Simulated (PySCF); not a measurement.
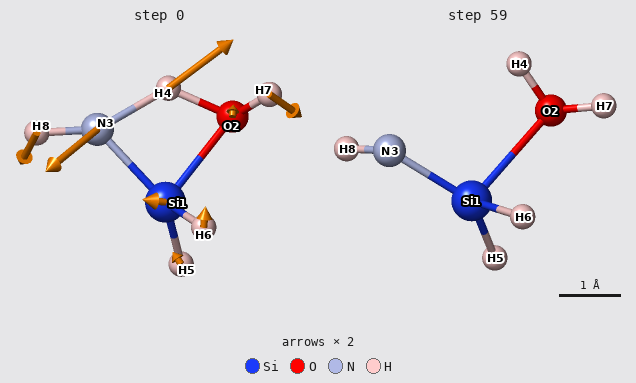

The structure of SiNH5O (coarse preliminary run) before (left) and after (right) a relaxation, at one scale. The orange arrows give the displacements, magnified 2 times.

The picture is a ball-and-stick view, seen face on.

The reaction that was planned forms O2–H4 and breaks Si1–O2, N3–H4 (atoms numbered from 1 in input order).

Theory: PySCF 2.14.0, RKS PBE0-D4/def2-SVP, partitioned rational-function steps on a Bofill-updated Hessian. 

Q: Summarise the run.

A: The relaxation stopped without meeting its thresholds, so the last structure isn't shown to be converged. Over 59 geometry steps the energy rises by 0.150 eV. The largest moves after the best rigid fit, 0.70 Å, are those of N3 and H4. By element the largest moves are N 0.70 Å, H 0.69 Å, Si 0.21 Å, O 0.11 Å. Among the contacts that change: N3–H4 1.424 → 2.668 Å, Si1–H4 1.957 → 2.436 Å, Si1–O2 1.892 → 2.112 Å, O2–H4 1.162 → 0.978 Å. Bond angles that change, for instance: Si1–O2–H4 75.5° → 97.2°, O2–Si1–N3 80.6° → 102.2°, O2–Si1–H6 103.0° → 92.7°. Groups turn about Si1–N3 by about 80°, Si1–O2 by about 25°.
